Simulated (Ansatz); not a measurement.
# Lattice dynamics of SrTiSe3 (built on the sites of a database entry of CaTiO3), part 2 of 2

The cell of SrTiSe3 (built on the sites of a database entry of CaTiO3) is at rest. What are its phonons? After the zone centre comes a 2×2×2 q mesh on a 6×6×6 k mesh.

Ansatz 0.2.0; DFT LDA, scalar-relativistic, plane waves, PAW.

So far. Step 2 (Modes at Γ): Before it was imposed, the acoustic sum rule was missed by 2.2e-4 eV/Å². Small misses are needed for a sound result but don't prove that mesh and cutoff are converged. The lowest optical mode is imaginary, 22.8i cm⁻¹, so the energy falls along it.

The structure was built from a prototype and need not be the compound's stable phase.

## 3. Phonons on a q mesh (continued)

The partial phonon density of states has structure finer than the step of the table below, so its rows give means over 20 cm⁻¹, whole bins alone (the curve runs from -89.8 to 307 cm⁻¹). Peaks (cm⁻¹: height): Se -49.9: 0.0373, 54.9: 0.0617, 82.4: 0.0637, 94.9: 0.0551, 119.8: 0.0632, 262.1: 0.0466, 279.6: 0.0437; Sr 22.5: 0.100; Ti 119.8: 0.0149, 247.1: 0.0924.

Phonopy on the run's constants, 11x11x11 mesh, Gaussian sigma 2.8 cm-1. Interpolated from a 2×2×2 q mesh. Partial phonon density of states against wavenumber; means over each step; values in 1/cm⁻¹/cell:

```csv
wavenumber (cm⁻¹),Se,Sr,Ti
-60,0.0214,6.3e-5,2.3e-4
-40,0.0152,1.9e-4,0.00291
-20,0.0186,0.00939,0.00386
0,0.0106,0.0273,0.00197
20,0.0212,0.0815,0.00546
40,0.0260,0.0214,0.00289
60,0.0506,0.00539,0.00658
80,0.0472,0.00228,0.00661
100,0.0471,3.1e-4,0.00506
120,0.0539,0.00105,0.00907
140,0.0131,2.2e-4,0.00489
160,0.0144,4.5e-4,0.00504
180,0.00538,1.1e-4,0.00465
200,0.00429,7.1e-5,0.00555
220,0.00932,9.3e-5,0.0104
240,0.0101,2.1e-4,0.0354
260,0.0353,5.9e-5,0.0283
280,0.0352,8.2e-5,0.0108
```

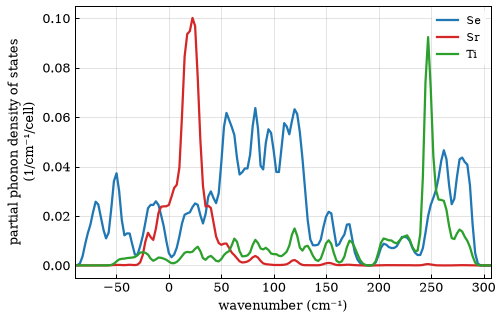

Partial phonon density of states against wavenumber.

Symmetry leaves 4 wavevectors to solve. The lowest mode among them, the acoustic zeros apart, lies at q = (-0.5, -0.5, -0.5) and is imaginary, 81.5i cm⁻¹, so the energy falls along it.

## 4. Another isotope, element Se, natural mass 78.971 amu

An isotope changes the mass and not the force constants, so no new electronic calculation is needed; the shifts show which modes move this element.

The same force constants with the mass of Se changed from 78.971 to 81.917 u (phonopy, no LO-TO term). Both lists are sorted by frequency; levels can cross, so a row need not hold one and the same mode. Modes under 3 cm⁻¹ are left out. Isotope shifts, by row, the first 40 of 57 rows:

```csv
q,rank,natural mass (cm⁻¹),changed mass (cm⁻¹)
0 0 0,1,-22.78,-22.71
0 0 0,2,-22.78,-22.71
0 0 0,3,-22.78,-22.71
0 0 0,7,38.16,37.47
0 0 0,8,38.16,37.47
0 0 0,9,38.16,37.47
0 0 0,10,64.12,63.5
0 0 0,11,64.12,63.5
0 0 0,12,64.12,63.5
0 0 0,13,268.8,265.6
0 0 0,14,268.8,265.6
0 0 0,15,268.8,265.6
0 0 -0.5,1,-26.12,-25.89
0 0 -0.5,2,-26.12,-25.89
0 0 -0.5,3,-3.59,-3.59
0 0 -0.5,4,-3.59,-3.59
0 0 -0.5,5,52.08,51.28
0 0 -0.5,6,52.08,51.28
0 0 -0.5,7,68.76,67.51
0 0 -0.5,8,72.29,72.28
0 0 -0.5,9,84.02,82.5
0 0 -0.5,10,84.02,82.5
0 0 -0.5,11,94.05,92.37
0 0 -0.5,12,249.1,246.7
0 0 -0.5,13,251.2,249
0 0 -0.5,14,264.6,261.4
0 0 -0.5,15,264.6,261.4
0 -0.5 -0.5,1,-76.18,-74.8
0 -0.5 -0.5,2,-50.49,-50.2
0 -0.5 -0.5,3,12.82,12.82
0 -0.5 -0.5,4,12.82,12.82
0 -0.5 -0.5,5,26.04,26.04
0 -0.5 -0.5,6,77.48,76.11
0 -0.5 -0.5,7,77.48,76.11
0 -0.5 -0.5,8,84.53,83
0 -0.5 -0.5,9,84.53,83
0 -0.5 -0.5,10,131.7,129.3
0 -0.5 -0.5,11,173.4,170.2
0 -0.5 -0.5,12,246.5,246.5
0 -0.5 -0.5,13,246.5,246.5
```

A mode of this element alone would shift by -1.81 %. The highest zone-centre frequency without the field goes from 268.8 to 265.6 cm⁻¹ (-1.2 %).

## 5. Isotope substitution, element Sr, natural mass 87.62 amu

The same for Sr, from 87.62 to 85.91 u.

A mode of this element alone would shift by +0.99 %. The highest zone-centre frequency without the field goes from 268.8 to 268.8 cm⁻¹ (+0.0 %).

## 6. Isotope substitution, element Ti, natural mass 47.867 amu

The same for Ti, from 47.87 to 49.94 u.

The same force constants with the mass of Ti changed from 47.867 to 49.945 u (phonopy, no LO-TO term). Both lists are sorted by frequency; levels can cross, so a row need not hold one and the same mode. Modes under 3 cm⁻¹ are left out. Isotope shifts, by row, the first 40 of 57 rows:

```csv
q,rank,natural mass (cm⁻¹),changed mass (cm⁻¹)
0 0 0,1,-22.78,-22.75
0 0 0,2,-22.78,-22.75
0 0 0,3,-22.78,-22.75
0 0 0,7,38.16,38.16
0 0 0,8,38.16,38.16
0 0 0,9,38.16,38.16
0 0 0,10,64.12,63.49
0 0 0,11,64.12,63.49
0 0 0,12,64.12,63.49
0 0 0,13,268.8,267
0 0 0,14,268.8,267
0 0 0,15,268.8,267
0 0 -0.5,1,-26.12,-25.83
0 0 -0.5,2,-26.12,-25.83
0 0 -0.5,3,-3.59,-3.59
0 0 -0.5,4,-3.59,-3.59
0 0 -0.5,5,52.08,51.9
0 0 -0.5,6,52.08,51.9
0 0 -0.5,7,68.76,68.76
0 0 -0.5,8,72.29,72.29
0 0 -0.5,9,84.02,84.02
0 0 -0.5,10,84.02,84.02
0 0 -0.5,11,94.05,94.02
0 0 -0.5,12,249.1,243.9
0 0 -0.5,13,251.2,251.2
0 0 -0.5,14,264.6,262.8
0 0 -0.5,15,264.6,262.8
0 -0.5 -0.5,1,-76.18,-76.18
0 -0.5 -0.5,2,-50.49,-49.75
0 -0.5 -0.5,3,12.82,12.82
0 -0.5 -0.5,4,12.82,12.82
0 -0.5 -0.5,5,26.04,26.04
0 -0.5 -0.5,6,77.48,77.46
0 -0.5 -0.5,7,77.48,77.46
0 -0.5 -0.5,8,84.53,84.53
0 -0.5 -0.5,9,84.53,84.53
0 -0.5 -0.5,10,131.7,131.7
0 -0.5 -0.5,11,173.4,173.4
0 -0.5 -0.5,12,246.5,241.5
0 -0.5 -0.5,13,246.5,241.5
```

A mode of this element alone would shift by -2.10 %. The highest zone-centre frequency without the field goes from 268.8 to 267.0 cm⁻¹ (-0.7 %).

## 7. Results

| Quantity | Value |
| --- | --- |
| space group (within 0.01 Å) | Pm-3m |
| volume per atom | 23.5 Å³ |
| electronic character | no gap on this mesh |
| highest optical mode at the zone centre (no LO-TO term) | 269 cm⁻¹ |
| lowest optical zone-centre mode | -22.8 cm⁻¹ |
| lowest mode on the q mesh (acoustic modes at Γ apart) | -81.5 cm⁻¹ |
| highest frequency on the path or at a solved wavevector | 289 cm⁻¹ |
| imaginary modes on the 2×2×2 q mesh | yes |

Modes are clearly imaginary (beyond 10i cm⁻¹) at 4 of the 4 irreducible wavevectors, most at q = (-0.5, -0.5, -0.5) (81.5i cm⁻¹), so this structure is not a minimum of the energy. The optical modes at Γ span -23 to 269 cm⁻¹ (negative means imaginary). The highest mode in this list at Γ, 268.8 cm⁻¹, has its largest share on Se (66 % of the kinetic energy). With no gap, or one that is small against the smearing, the frequencies hang on the k mesh and the smearing, most of all near Kohn anomalies. A phonon run warned that its eigensolver left some bands unconverged in a pass. The starting cell was built on a prototype and not taken from a measurement, so the phase need not exist. These are harmonic frequencies at zero temperature: anharmonic shifts, linewidths and thermal expansion are left out.

[Logs are printed without paths, hosts, clocks, repeated set-up lines and the standing remarks that a program may print on its own settings, such as how far it seeks lower states.]

[Hosts, paths, dates, database ids (printed as entryN), source tags and the programs' standing remarks are cut or masked in the printed files.]
